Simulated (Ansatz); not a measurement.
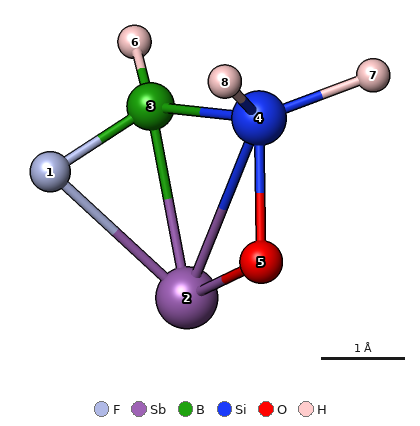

**Figure 1.** The input geometry (ball-and-stick view, seen at a tilt; atoms are numbered from 1 in the order of the input). Sticks mark near contacts.

## Run report: BSiSbH3OF, nudged elastic band

BSiSbH3OF, computed with RKS B3LYP-D4/def2-SVP (Ansatz 0.2.0).

It belongs to a series of runs on one base structure; here: band between the two ends. Figures and captions count atoms from 1; the log counts them from 0 in places.

Input file:
```yaml
crystal:
  periodic: [false, false, false]
  atoms:
    - { symbol: F, position_ang: [-1.297772, 0.087146, 1.432689] }
    - { symbol: Sb, position_ang: [-1.599108, 1.272803, -0.535674] }
    - { symbol: B, position_ang: [0.051549, 0.555982, 0.989719] }
    - { symbol: Si, position_ang: [0.610625, -0.624482, -0.560037] }
    - { symbol: O, position_ang: [-0.806652, -0.284668, -1.50395] }
    - { symbol: H, position_ang: [0.620684, 1.226361, 1.808559] }
    - { symbol: H, position_ang: [1.825823, -0.184208, -1.313013] }
    - { symbol: H, position_ang: [0.68705, -2.106034, -0.373993] }
basis:
  gaussian: { orbitals: def2-SVP }
hamiltonian:
  xc: b3lyp
  dispersion: d4
neb:
  order_check: false
  images: 5
  f_tol: 0.03
  max_iterations: 60
  final_atoms:
    - { symbol: F, position_ang: [-2.11655078, -0.68188783, 0.07972969] }
    - { symbol: Sb, position_ang: [-1.67646897, 0.89258259, 1.28674497] }
    - { symbol: B, position_ang: [0.36585531, 1.06247665, 0.79222612] }
    - { symbol: Si, position_ang: [0.99008868, -0.20965264, -0.48366406] }
    - { symbol: O, position_ang: [0.02787638, -1.34290317, -1.15088068] }
    - { symbol: H, position_ang: [1.06050131, 1.90632224, 1.29487414] }
    - { symbol: H, position_ang: [2.34325431, -0.40884968, -1.06985727] }
    - { symbol: H, position_ang: [-0.90235724, -1.27518815, -0.8048729] }
  initial_path:
    images:
      - { positions_ang: [[-1.297772, 0.087146, 1.432689], [-1.599108, 1.272803, -0.535674], [0.051549, 0.555982, 0.989719], [0.610625, -0.624482, -0.560037], [-0.806652, -0.284668, -1.50395], [0.620684, 1.226361, 1.808559], [1.825823, -0.184208, -1.313013], [0.68705, -2.106034, -0.373993]] }
      - { positions_ang: [[-1.61495535, -0.05061956, 1.34912582], [-1.56516726, 1.16012361, -0.42093038], [0.18694994, 0.66124433, 0.93600704], [0.71164076, -0.6114196, -0.49741536], [-0.75766271, -0.39669812, -1.40538975], [0.76335704, 1.30454282, 1.77516891], [1.87384292, -0.21863583, -1.30389714], [0.49419366, -1.90563766, -0.48836913]] }
      - { positions_ang: [[-1.9321387, -0.18838511, 1.26556264], [-1.53122651, 1.04744422, -0.30618677], [0.32235088, 0.76650666, 0.88229507], [0.81265652, -0.5983572, -0.43479372], [-0.70867342, -0.50872823, -1.3068295], [0.90603007, 1.38272464, 1.74177883], [1.92186283, -0.25306366, -1.29478129], [0.30133733, -1.70524132, -0.60274526]] }
      - { positions_ang: [[-2.24932205, -0.32615067, 1.18199947], [-1.49728577, 0.93476483, -0.19144315], [0.45775183, 0.87176898, 0.82858311], [0.91367228, -0.5852948, -0.37217208], [-0.65968413, -0.62075835, -1.20826926], [1.04870311, 1.46090647, 1.70838874], [1.96988275, -0.28749148, -1.28566543], [0.10848099, -1.50484498, -0.7171214]] }
      - { positions_ang: [[-2.20506496, -0.44472972, 0.81457621], [-1.5570135, 0.92070409, 0.30128622], [0.42711965, 0.93533821, 0.81646411], [0.93914441, -0.46008075, -0.40933608], [-0.43049729, -0.86147329, -1.18913973], [1.05263584, 1.60937839, 1.57055054], [2.09433993, -0.32794422, -1.21372938], [-0.22846509, -1.42829271, -0.7463719]] }
      - { positions_ang: [[-2.16080787, -0.56330877, 0.44715295], [-1.61674124, 0.90664334, 0.79401559], [0.39648748, 0.99890743, 0.80434512], [0.96461655, -0.33486669, -0.44650007], [-0.20131045, -1.10218823, -1.17001021], [1.05656858, 1.75785031, 1.43271234], [2.21879712, -0.36839695, -1.14179332], [-0.56541116, -1.35174043, -0.7756224]] }
      - { positions_ang: [[-2.11655078, -0.68188783, 0.07972969], [-1.67646897, 0.89258259, 1.28674497], [0.36585531, 1.06247665, 0.79222612], [0.99008868, -0.20965264, -0.48366406], [0.02787638, -1.34290317, -1.15088068], [1.06050131, 1.90632224, 1.29487414], [2.34325431, -0.40884968, -1.06985727], [-0.90235724, -1.27518815, -0.8048729]] }
```

Hardware: 2 threads of AMD EPYC (Zen 5), 16 GiB of memory available, shared host.

Command:
```bash
ansatz run input.yaml --threads 2 --pin off --max-ram 3072MiB --backend cpu --events-out ev --progress --plain --runs-dir out
```

What the program printed:
```
Engine: ansatz 0.2.0, x86_64-unknown-linux-gnu
Functional definition: B3LYP
  parameter a0 = 0.2
  parameter ax = 0.72
  parameter ac = 0.81
  exchange = (1 - a0 - ax)*slater_x + ax*b88_x + a0*exact_x
  correlation = (1 - ac)*vwn_rpa_c + ac*lyp_c
1145 factors; integrals over basis functions are off by at most 4.4e-4 eV
mean field evaluation 1: about -19891.2061 eV, gradient 6.3e1 eV
mean field evaluation 2: about -19806.5539 eV, gradient 1.7e2 eV
mean field evaluation 4: about -19900.0266 eV, gradient 1.8e1 eV
mean field evaluation 8: about -19900.7296 eV, gradient 5.3e-1 eV
mean field evaluation 16: about -19900.7672 eV, gradient 1.9e-4 eV
mean field -19900.76721640 eV, -731.3397059782 hartree, gradient 3.3e-5 eV, S^2 0.000000; 0 other end points of the search recorded, 0 dependent functions left out
the calculation of the forces begins
reference -19900.76747037 eV, -731.3397153115 hartree; 31, 31 occupied and 70, 70 virtual orbitals, 1145 factors
1147 factors; integrals over basis functions are off by at most 1.2e-3 eV
mean field evaluation 32: about -19900.8683 eV, gradient 1.4e-3 eV
mean field -19900.86833228 eV, -731.3434219181 hartree, gradient 1.2e-5 eV, S^2 0.000000; 0 other end points of the search recorded, 0 dependent functions left out
[... from here on the field's lines of each further geometry are left out, up to the last ...]
NEB iter   1: max|band force component| = 5.973e1 eV/Å  barrier→ = 14.2151 eV  barrier← = 14.3222 eV  Δτ_max = 0.2000 Å  (211 SCF iters)
NEB iter   2: max|band force component| = 9.474e0 eV/Å  barrier→ = 3.6838 eV  barrier← = 3.7908 eV  Δτ_max = 0.1958 Å  (189 SCF iters)
NEB iter   3: max|band force component| = 5.912e0 eV/Å  barrier→ = 3.4178 eV  barrier← = 3.5248 eV  Δτ_max = 0.1763 Å  (178 SCF iters)
NEB iter   4: max|band force component| = 2.322e0 eV/Å  barrier→ = 3.2417 eV  barrier← = 3.3488 eV  Δτ_max = 0.1648 Å  (168 SCF iters)
NEB iter   5: max|band force component| = 1.265e0 eV/Å  barrier→ = 3.1951 eV  barrier← = 3.3022 eV  Δτ_max = 0.1738 Å  (175 SCF iters)
NEB iter   6: max|band force component| = 5.778e-1 eV/Å  barrier→ = 3.2388 eV  barrier← = 3.3458 eV  Δτ_max = 0.0780 Å  (167 SCF iters)
NEB iter   7: max|band force component| = 4.702e-1 eV/Å  barrier→ = 3.1953 eV  barrier← = 3.3023 eV  CI = image 3  Δτ_max = 0.2000 Å  (163 SCF iters)
NEB iter   8: max|band force component| = 7.094e-1 eV/Å  barrier→ = 3.1558 eV  barrier← = 3.2628 eV  CI = image 3  Δτ_max = 0.0983 Å  (176 SCF iters)
NEB iter   9: max|band force component| = 3.006e-1 eV/Å  barrier→ = 3.1436 eV  barrier← = 3.2506 eV  CI = image 3  Δτ_max = 0.0515 Å  (172 SCF iters)
NEB iter  10: max|band force component| = 3.199e-1 eV/Å  barrier→ = 3.1388 eV  barrier← = 3.2458 eV  CI = image 3  Δτ_max = 0.0256 Å  (173 SCF iters)
NEB iter  11: max|band force component| = 1.363e-1 eV/Å  barrier→ = 3.1378 eV  barrier← = 3.2448 eV  CI = image 3  Δτ_max = 0.0130 Å  (167 SCF iters)
NEB iter  12: max|band force component| = 1.548e-1 eV/Å  barrier→ = 3.1373 eV  barrier← = 3.2443 eV  CI = image 3  Δτ_max = 0.0065 Å  (153 SCF iters)
NEB iter  13: max|band force component| = 7.477e-2 eV/Å  barrier→ = 3.1372 eV  barrier← = 3.2442 eV  CI = image 3  Δτ_max = 0.0108 Å  (135 SCF iters)
the calculation of the forces begins
reference -19900.40492856 eV, -731.3263921457 hartree; 31, 31 occupied and 70, 70 virtual orbitals, 1147 factors
1146 factors; integrals over basis functions are off by at most 8.7e-4 eV
mean field evaluation 672: about -19897.6456 eV, gradient 1.3e-4 eV
mean field -19897.64560741 eV, -731.2249889638 hartree, gradient 2.2e-5 eV, S^2 0.000000; 1 other end points of the search recorded, 0 dependent functions left out
the calculation of the forces begins
reference -19897.64584318 eV, -731.2249976281 hartree; 31, 31 occupied and 70, 70 virtual orbitals, 1146 factors
NEB iter  14: max|band force component| = 2.525e-2 eV/Å  barrier→ = 3.1371 eV  barrier← = 3.2441 eV  CI = image 3  Δτ_max = 0.0000 Å  (290 SCF iters)
```

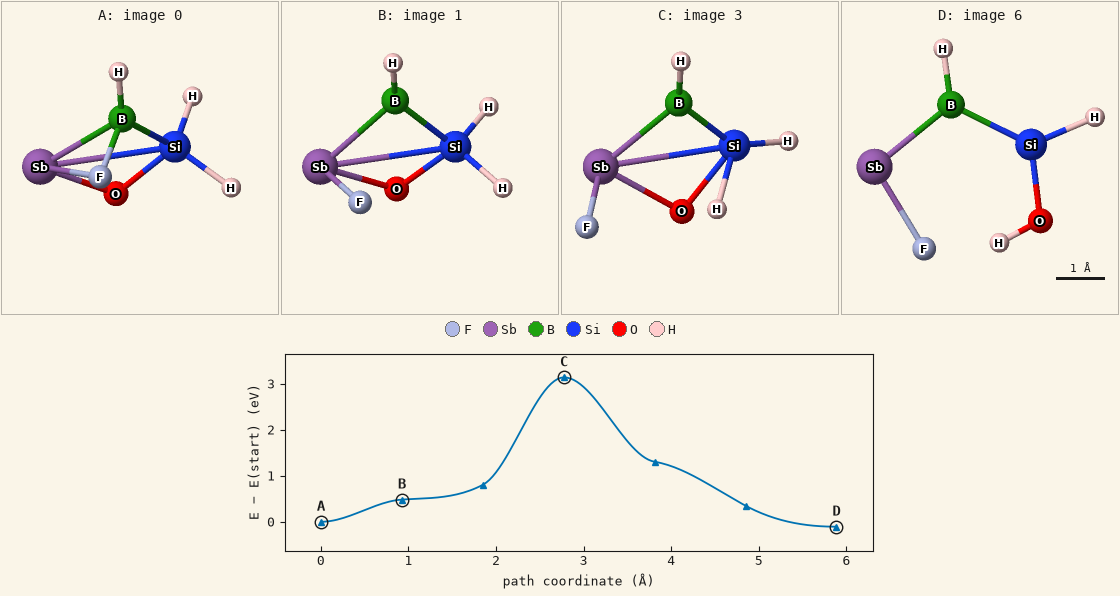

**Figure 2.** Images of the last band (counted from 0; ball-and-stick, seen at a tilt) above the energy along the path; the line is a cubic interpolation that uses the forces. The highest image is number 3, 3.137 eV above the start and 3.244 eV above the end (the climbing image); the end lies 0.107 eV below the start. The path is 5.89 Å long. The band converged in 14 iterations.

```
Total energy: -19898.02699553 eV, -731.2390047187 hartree
Atom 0 at    -2.562417    -0.398610     1.028778 Å, force     0.006133    -0.001205    -0.000785 eV/Å
Atom 1 at    -1.550076     0.843589    -0.085891 Å, force    -0.010471     0.008799    -0.001627 eV/Å
Atom 2 at     0.531038     0.848968     0.833858 Å, force     0.004220    -0.010910    -0.004267 eV/Å
Atom 3 at     1.089545    -0.215249    -0.627697 Å, force    -0.009943     0.000670     0.002560 eV/Å
Atom 4 at    -0.579349    -0.640325    -1.247480 Å, force     0.005356     0.000275    -0.001259 eV/Å
Atom 5 at     1.005241     1.323869     1.825127 Å, force    -0.001235     0.001407     0.001904 eV/Å
Atom 6 at     2.151038    -0.511476    -1.622853 Å, force     0.000484    -0.001703    -0.000628 eV/Å
Atom 7 at     0.007179    -1.307865    -0.159543 Å, force     0.005456     0.002667     0.004100 eV/Å
Dipole moment:     0.270881     0.416751    -0.225645 e Å
this run last wrote the band of iteration 14 to [file]
```

The last band as extended XYZ (Å, eV, eV/Å):
```
8
Properties=species:S:1:pos:R:3:forces:R:3 image=0 energy=-19901.16385
F    -1.2978    0.0871    1.4327   -0.0145  -0.0045   0.0070
Sb   -1.5991    1.2728   -0.5357    0.0008   0.0040  -0.0026
B     0.0515    0.5560    0.9897    0.0086  -0.0088  -0.0128
Si    0.6106   -0.6245   -0.5600   -0.0065   0.0083   0.0023
O    -0.8067   -0.2847   -1.5039    0.0045  -0.0055   0.0015
H     0.6207    1.2264    1.8086    0.0056   0.0075   0.0085
H     1.8258   -0.1842   -1.3130   -0.0002  -0.0019  -0.0026
H     0.6871   -2.1060   -0.3740    0.0019   0.0009  -0.0013
8
Properties=species:S:1:pos:R:3:forces:R:3 image=1 energy=-19900.68218
F    -1.8173   -0.2104    1.2038    0.0837   0.0326   0.0189
Sb   -1.6568    1.1647   -0.2547    0.0015   0.0221  -0.0267
B     0.3369    0.8227    0.8231   -0.0235  -0.0042   0.0011
Si    0.6664   -0.5741   -0.6065   -0.0233  -0.0187   0.0098
O    -0.7402   -0.1590   -1.4767   -0.0080   0.0018  -0.0073
H     0.7656    1.2540    1.8567   -0.0394  -0.0080   0.0055
H     1.8851   -0.3628   -1.4501   -0.0160   0.0159   0.0222
H     0.6525   -1.9921   -0.1513    0.0251  -0.0415  -0.0235
8
Properties=species:S:1:pos:R:3:forces:R:3 image=2 energy=-19900.35936
F    -2.4185   -0.4339    1.0590    0.1802  -0.0143  -0.0358
Sb   -1.6659    0.9781   -0.0758   -0.1747   0.2085  -0.0698
B     0.5084    0.8586    0.8285   -0.0651   0.0397  -0.0062
Si    0.8200   -0.4294   -0.6707   -0.3807  -0.3444  -0.0249
O    -0.6691   -0.1646   -1.4311   -0.0912   0.6773  -0.2836
H     1.0307    1.3132    1.8095   -0.0264   0.0440  -0.0304
H     2.0024   -0.4836   -1.5940   -0.1649  -0.0186   0.1375
H     0.4842   -1.6955    0.0189    0.7227  -0.5923   0.3132
8
Properties=species:S:1:pos:R:3:forces:R:3 image=3 energy=-19898.02676
F    -2.5624   -0.3986    1.0288    0.0061  -0.0012  -0.0008
Sb   -1.5501    0.8436   -0.0859   -0.0105   0.0088  -0.0016
B     0.5310    0.8490    0.8339    0.0042  -0.0109  -0.0043
Si    1.0895   -0.2152   -0.6277   -0.0099   0.0007   0.0026
O    -0.5793   -0.6403   -1.2475    0.0054   0.0003  -0.0013
H     1.0052    1.3239    1.8251   -0.0012   0.0014   0.0019
H     2.1510   -0.5115   -1.6229    0.0005  -0.0017  -0.0006
H     0.0072   -1.3079   -0.1595    0.0055   0.0027   0.0041
8
Properties=species:S:1:pos:R:3:forces:R:3 image=4 energy=-19899.86045
F    -2.3718   -0.7041    0.8352    0.0885  -0.1119  -0.0575
Sb   -1.4762    0.8955    0.0676    0.0439   0.0582   0.0672
B     0.5511    0.9443    0.9238    0.0281   0.0262   0.0343
Si    1.1625   -0.1130   -0.4681    0.0127   0.0274   0.0524
O    -0.3947   -0.7620   -1.1075    0.0674  -0.0212   0.0611
H     1.0320    1.6605    1.7504    0.0427   0.1357  -0.0419
H     2.2116   -0.4314   -1.4749    0.0056   0.0074   0.0477
H    -0.6223   -1.5469   -0.5822   -0.2889  -0.1219  -0.1632
8
Properties=species:S:1:pos:R:3:forces:R:3 image=5 energy=-19900.81517
F    -2.1582   -0.7642    0.4031    0.2769  -0.0383  -0.4798
Sb   -1.6118    1.1645    0.5739   -0.1645   0.3492   0.6457
B     0.4692    0.9061    0.9744   -0.0738  -0.0427   0.0290
Si    1.0242   -0.2199   -0.4489   -0.1755  -0.1482   0.0094
O    -0.0701   -1.2097   -1.1681    0.3803  -0.5700  -0.0583
H     1.0825    1.7397    1.5834    0.1090   0.1220  -0.2560
H     2.2111   -0.2614   -1.3529   -0.0335   0.1688   0.1124
H    -0.8546   -1.4123   -0.6205   -0.3189   0.1591  -0.0024
8
Properties=species:S:1:pos:R:3:forces:R:3 image=6 energy=-19901.27087
F    -2.1166   -0.6819    0.0797   -0.0001   0.0003   0.0009
Sb   -1.6765    0.8926    1.2867    0.0000   0.0008  -0.0007
B     0.3659    1.0625    0.7922   -0.0039  -0.0077  -0.0051
Si    0.9901   -0.2097   -0.4837   -0.0020   0.0014   0.0019
O     0.0279   -1.3429   -1.1509   -0.0026   0.0020   0.0026
H     1.0605    1.9063    1.2949    0.0033   0.0031   0.0024
H     2.3433   -0.4088   -1.0699    0.0003  -0.0001  -0.0009
H    -0.9024   -1.2752   -0.8049    0.0050   0.0002  -0.0012
```

Key numbers:

| quantity | value |
| --- | --- |
| outcome | converged |
| barrier, forward | 3.137 eV |
| barrier, backward | 3.244 eV |
| wall time | 83 s (CPU time 2.7 min) |
| peak memory | 0.27 GiB |

Notes:

The order of the saddle point was not checked.
